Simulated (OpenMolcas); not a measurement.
**Run report: CHClFNSi, single-point calculation (part 2 of 3)**

CHClFNSi, SMILES FC1=N[SiH]1Cl; CASSCF/ANO-RCC-VDZP, DKH2 (OpenMolcas 26.06). The geometry comes from this level: PBE0-D4/def2-TZVP.

Geometry of the input (Å):
```
F  0.1583  -2.2813  -0.6387
C  0.2166  -1.0437  -0.2121
N  1.2403  -0.3917  0.1610
Si -0.2339  0.5932  0.2348
Cl -0.5257  2.0702  -1.1165
H  -0.8136  0.9894  1.5254
```

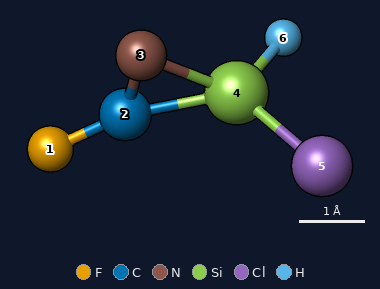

Figure 1. The input geometry (ball-and-stick view, seen at a tilt; atoms are numbered from 1 in the order of the input).

### Log, continued
```
++    Natural Bond Order analysis
      ---------------------------
      Based on LoProp computed density
      -------------------------------------------------------------------------------------
      Atom A       Atom B       Bond Order
      -------------------------------------------------------------------------------------
      NBO located      0.999 non-bonded electrons on atom F1
      NBO located      1.007 non-bonded electrons on atom F1
      NBO located      0.964 non-bonded electrons on atom F1
      NBO located      0.995 non-bonded electrons on atom C2
      NBO located      0.925 non-bonded electrons on atom C2
      NBO located      0.996 non-bonded electrons on atom N3
      NBO located      1.000 non-bonded electrons on atom SI4
      NBO located      0.999 non-bonded electrons on atom SI4
      NBO located      0.997 non-bonded electrons on atom SI4
      NBO located      0.999 non-bonded electrons on atom SI4
      NBO located      0.997 non-bonded electrons on atom SI4
      NBO located      0.982 non-bonded electrons on atom CL5
      NBO located      0.998 non-bonded electrons on atom CL5
      NBO located      1.000 non-bonded electrons on atom CL5
      NBO located      1.000 non-bonded electrons on atom CL5
      NBO located      1.000 non-bonded electrons on atom CL5
      NBO located      1.000 non-bonded electrons on atom CL5
      NBO located      1.000 non-bonded electrons on atom CL5
      The remaining   10.494 electrons are to be considered as diffuse
--

--

      Average orbitals are written to the RASORB file
      Natural orbitals for root   1 are written to the RASORB.1 file
      Spin density orbitals for root   1 are written to the SPDORB.1 file

--- Stop Module: rasscf /rc=_RC_ALL_IS_WELL_ ---

>>> COPY step2.RunFile RUNFIL1

>>> COPY step2.RasOrb INPORB

--- Start Module: gateway ---

                                              &GATEWAY

                       available to each process: 1.9 GB of memory, 1 thread

++    Symmetry information:
      ---------------------

                    Character Table for C1

                             E
                    a        1  x, y, xy, Rz, z, xz, Ry, yz, Rx, I
--

++    Basis set information:
      ----------------------

      Basis set label: F.ANO-RCC...3S2P1D.

      Electronic valence basis set:
      ------------------
      Associated Effective Charge   9.000000 au
      Associated Actual Charge      9.000000 au
      Nuclear Model: Point charge

      Shell  nPrim  nBasis  Cartesian Spherical Contaminant
         s      14       3        X
         p       9       2        X
         d       4       1                 X

      Basis set label: C.ANO-RCC...3S2P1D.

      Electronic valence basis set:
      ------------------
      Associated Effective Charge   6.000000 au
      Associated Actual Charge      6.000000 au
      Nuclear Model: Point charge

      Shell  nPrim  nBasis  Cartesian Spherical Contaminant
         s      14       3        X
         p       9       2        X
         d       4       1                 X

      Basis set label: N.ANO-RCC...3S2P1D.

      Electronic valence basis set:
      ------------------
      Associated Effective Charge   7.000000 au
      Associated Actual Charge      7.000000 au
      Nuclear Model: Point charge

      Shell  nPrim  nBasis  Cartesian Spherical Contaminant
         s      14       3        X
         p       9       2        X
         d       4       1                 X

      Basis set label: SI.ANO-RCC...4S3P1D.

      Electronic valence basis set:
      ------------------
      Associated Effective Charge  14.000000 au
      Associated Actual Charge     14.000000 au
      Nuclear Model: Point charge

      Shell  nPrim  nBasis  Cartesian Spherical Contaminant
         s      17       4        X
         p      12       3        X
         d       5       1                 X

      Basis set label: CL.ANO-RCC...4S3P1D.

      Electronic valence basis set:
      ------------------
      Associated Effective Charge  17.000000 au
      Associated Actual Charge     17.000000 au
      Nuclear Model: Point charge

      Shell  nPrim  nBasis  Cartesian Spherical Contaminant
         s      17       4        X
         p      12       3        X
         d       5       1                 X

      Basis set label: H.ANO-RCC...2S1P.

      Electronic valence basis set:
      ------------------
      Associated Effective Charge   1.000000 au
      Associated Actual Charge      1.000000 au
      Nuclear Model: Point charge

      Shell  nPrim  nBasis  Cartesian Spherical Contaminant
         s       8       2        X
         p       4       1        X
--

++    Molecular structure info:
      -------------------------

                    ************************************************
                    **** Cartesian Coordinates / bohr, angstrom ****
                    ************************************************

     Center  Label                x              y              z                     x              y              z
        1      F1               0.299144      -4.311032      -1.206968              0.158300      -2.281300      -0.638700
        2      C2               0.409315      -1.972307      -0.400811              0.216600      -1.043700      -0.212100
        3      N3               2.343827      -0.740206       0.304246              1.240300      -0.391700       0.161000
        4      SI4             -0.442007       1.120986       0.443708             -0.233900       0.593200       0.234800
        5      CL5             -0.993429       3.912111      -2.109879             -0.525700       2.070200      -1.116500
        6      H6              -1.537481       1.869695       2.882588             -0.813600       0.989400       1.525400

                    ***************************************
                    *    InterNuclear Distances / bohr    *
                    ***************************************

               1 F1            2 C2            3 N3            4 SI4           5 CL5           6 H6
    1 F1       0.000000
    2 C2       2.476219        0.000000
    3 N3       4.383526        2.399483        0.000000
    4 SI4      5.725456        3.317592        3.353260        0.000000
    5 CL5      8.372937        6.286094        6.213641        3.822990        0.000000
    6 H6       7.635382        5.415875        5.340785        2.776467        5.421456        0.000000

                    *******************************************
                    *    InterNuclear Distances / angstrom    *
                    *******************************************

               1 F1            2 C2            3 N3            4 SI4           5 CL5           6 H6
    1 F1       0.000000
    2 C2       1.310359        0.000000
    3 N3       2.319662        1.269752        0.000000
    4 SI4      3.029781        1.755594        1.774469        0.000000
    5 CL5      4.430768        3.326458        3.288117        2.023039        0.000000
    6 H6       4.040470        2.865958        2.826222        1.469243        2.868911        0.000000

                    **************************************
                    *    Valence Bond Angles / degree    *
                    **************************************
                          Atom centers                 Phi
                      1 F1       2 C2       3 N3       128.06
--

            Nuclear Potential Energy            257.91614460 au

--- Stop Module: gateway /rc=_RC_ALL_IS_WELL_ ---
--- Module gateway spent 1 second ---

--- Start Module: seward ---

                                              &SEWARD

                       available to each process: 1.9 GB of memory, 1 thread

               SEWARD will generate:
                  Multipole Moment integrals up to order  2
                  Kinetic Energy integrals
                  Nuclear Attraction integrals (point charge)
                  One-Electron Hamiltonian integrals
                  Velocity integrals
                  Relativistic Douglas-Kroll-Hess integrals:
                    - Parametrization         : EXP
                    - DKH order of Hamiltonian: 2
                    - DKH order of Properties : 0
                         - multipole moment operators
                         - electric potential operators
                         - contact operators
                  Orbital angular momentum around ( -0.0481   0.4966  -0.7521 )
                  Velocity quadrupole around ( -0.0481   0.4966  -0.7521 )
                  Atomic mean-field integrals
                  RI decomposed two-electron repulsion integrals stored Cholesky style
                   - acCD auxiliary basis
                   - CD Threshold:   1.00E-04

                   Integrals are discarded if absolute value <: 1.00E-14
                   Integral cutoff threshold is set to       <: 1.00E-16

            Nuclear Potential Energy            257.91614460 au

      Basis set specifications :
      Symmetry species         a
      Basis functions           83

--- Stop Module: seward /rc=_RC_ALL_IS_WELL_ ---
--- Module seward spent 2 seconds ---

>>> COPY step2.RunFile RUNFIL2

--- Start Module: expbas ---

                                              &EXPBAS

                       available to each process: 1.9 GB of memory, 1 thread

 Header on input orbitals file:
* RASSCF average (pseudo-natural) orbitals

 Information from input runfile
           Number of symmetries    1
      Number of basis functions   34

 Information from expanded basis set runfile
           Number of symmetries    1
      Number of basis functions   83
 New orbitals have been built in file EXPORB
--- Stop Module: expbas /rc=_RC_ALL_IS_WELL_ ---

--- Start Module: rasscf ---

                                              &RASSCF

                       available to each process: 1.9 GB of memory, 1 thread

      Header of the ONEINT file:
      --------------------------

      OrdInt status: non-squared

      Cartesian coordinates in angstrom:
      -----------------------------------------------------
      No.  Label        X            Y            Z
      -----------------------------------------------------
       1   F1         0.15830000  -2.28130000  -0.63870000
       2   C2         0.21660000  -1.04370000  -0.21210000
       3   N3         1.24030000  -0.39170000   0.16100000
       4   SI4       -0.23390000   0.59320000   0.23480000
       5   CL5       -0.52570000   2.07020000  -1.11650000
       6   H6        -0.81360000   0.98940000   1.52540000
      -----------------------------------------------------
      Nuclear repulsion energy =  257.91614460

++    Wave function specifications:
      -----------------------------

      Number of closed shell electrons          52
      Number of electrons in active shells       2
      Max number of holes in RAS1 space          0
      Max nr of electrons in RAS3 space          0
      Number of inactive orbitals               26
      Number of active orbitals                  2
      Number of secondary orbitals              55
      Spin quantum number                      0.0
      State symmetry                             1
--

++    Orbital specifications:
      -----------------------

      Symmetry species                           1
                                                 a
      Frozen orbitals                            0
      Inactive orbitals                         26
      Active orbitals                            2
      RAS1 orbitals                              0
      RAS2 orbitals                              2
      RAS3 orbitals                              0
      Secondary orbitals                        55
      Deleted orbitals                           0
      Number of basis functions                 83
--

++    CI expansion specifications:
      ----------------------------

      Number of CSFs                             3
      Number of spin combinations                3
      Number of determinants                     4
      Number of root(s) required                 1
      Root chosen for geometry opt.              1
      CI root used                               1

      highest root included in the CI            1
      max. size of the explicit Hamiltonian      3
--

++    Optimization specifications:
      ----------------------------

      RASSCF algorithm: LK RI/DF
      Maximum number of macro iterations       200
      Maximum number of SX iterations          100
      Threshold for RASSCF energy            1.000E-08
      Threshold for max MO rotation          1.000E-01
      Threshold for max BLB element          1.000E-04
      Level shift parameter                  5.000E-01
      Make Quasi-Newton update
--

      The MO-coefficients are taken from the file:
      step2.ExpOrb
      Title:Basis set expanded orbital file EXPORB

      Total molecular charge    0.00

      ************************************************************************************************************************
      *                                            Wave function control section                                             *
      ************************************************************************************************************************

                                         RASSCF iterations: Energy and convergence statistics
                                         ----------------------------------------------------

          iter iter root      energy       change     param      element    value   shift minimum  type update hh:mm:ss
 Nr of preliminary CI iterations:   1
        1   1   15    1  -942.58257417    0.00E+00   9.27E-02   17  35 1 -1.88E-01*  0.00   0.00    SX    NO    0:00:00
        2   1   76    1  -942.95881718   -3.76E-01* -7.20E-02   21  34 1  6.89E-02*  0.00   0.00    SX    NO    0:00:00
        3   1   19    1  -943.00418990   -4.54E-02* -4.86E-02   17  35 1 -2.94E-02*  0.00   0.00    SX    NO    0:00:00
        4   1   15    1  -943.01109504   -6.91E-03*  3.03E-02   24  30 1 -2.18E-02*  0.00   0.00    SX    NO    0:00:00
        5   1   16    1  -943.01243847   -1.34E-03*  1.79E-02   15  34 1  1.43E-02*  0.00   0.78    QN   YES    0:00:00
        6   1   15    1  -943.01304673   -6.08E-04*  1.32E-02   15  34 1  3.05E-03*  0.00   1.37    QN   YES    0:00:00
        7   1   14    1  -943.01313333   -8.66E-05*  8.35E-03   17  35 1  1.11E-03*  0.00   1.14    QN   YES    0:00:00
        8   1   13    1  -943.01315145   -1.81E-05*  1.79E-02   24  30 1 -7.83E-04*  0.00   1.44    QN   YES    0:00:00
        9   1   14    1  -943.01317801   -2.66E-05*  8.09E-02   15  34 1 -9.01E-04*  0.00   2.50    QN   YES    0:00:00
       10   1   15    1  -943.01328492   -1.07E-04*  1.44E-01*  26  29 1 -2.17E-03*  0.00   1.58    QN   YES    0:00:00
       11   1   16    1  -943.01329293   -8.01E-06*  5.32E-02   27  76 1 -5.73E-03*  0.00   0.58    QN   YES    0:00:00
       12   1   15    1  -943.01343221   -1.39E-04* -2.22E-02   24  30 1  3.08E-03*  0.00   1.35    QN   YES    0:00:00
       13   1   15    1  -943.01356930   -1.37E-04* -1.16E-01*  24  30 1  2.85E-03*  0.00   2.50    QN   YES    0:00:00
       14   1   14    1  -943.01389499   -3.26E-04*  6.16E-02   24  30 1  1.46E-03*  0.00   1.38    QN   YES    0:00:00
       15   1   14    1  -943.01394756   -5.26E-05* -9.97E-03   16  28 1 -1.48E-03*  0.00   1.02    QN   YES    0:00:00
       16   1   13    1  -943.01396072   -1.32E-05*  6.11E-03   26  29 1  3.18E-04*  0.00   1.22    QN   YES    0:00:00
       17   1   11    1  -943.01396399   -3.27E-06*  2.14E-03   16  28 1  2.00E-04*  0.00   1.35    QN   YES    0:00:00
       18   1   10    1  -943.01396458   -5.83E-07* -1.03E-03   24  30 1 -9.18E-05   0.00   1.22    QN   YES    0:00:00
       19   1   10    1  -943.01396474   -1.69E-07*  2.64E-03   27  76 1 -3.00E-05   0.00   2.50    QN   YES    0:00:00
       20   1   11    1  -943.01396503   -2.82E-07* -3.55E-03   16  28 1 -1.14E-04*  0.00   1.81    QN   YES    0:00:00
       21   1   11    1  -943.01396532   -2.94E-07* -5.30E-03   24  30 1  1.50E-04*  0.00   2.05    QN   YES    0:00:00
       22   1   11    1  -943.01396567   -3.53E-07* -3.75E-03   24  30 1  1.66E-04*  0.00   1.67    QN   YES    0:00:00
       23   1   10    1  -943.01396588   -2.08E-07* -1.08E-03   24  30 1  1.09E-04*  0.00   1.49    QN   YES    0:00:00
       24   1    9    1  -943.01396595   -6.93E-08*  2.78E-04   24  30 1  3.24E-05   0.00   1.32    QN   YES    0:00:00
       25   1    8    1  -943.01396596   -1.32E-08*  2.61E-04   16  28 1  1.57E-05   0.00   2.50    QN   YES    0:00:00
       26   1    8    1  -943.01396597   -5.84E-09   3.62E-04   24  30 1 -1.10E-05   0.00   1.98    QN   YES    0:00:00
      Convergence after 26 iterations
       27   1    8    1  -943.01396598   -7.80E-09   3.62E-04   24  30 1 -1.86E-05   0.00   1.98    QN   YES    0:00:00

      ************************************************************************************************************************
                                                      Wave function printout:
                       occupation of active orbitals, and spin coupling of open shells (u,d: Spin up or down)
      ************************************************************************************************************************

      Note: transformation to natural orbitals
      has been made, which may change the order of the CSFs.

      printout of CI-coefficients larger than  0.05 for root  1
      energy=    -943.013966
      conf/sym  11     Coeff  Weight
             1  20   0.99614 0.99230
             3  02  -0.08776 0.00770

      Natural orbitals and occupation numbers for root  1
      sym 1:   1.984598   0.015402
```
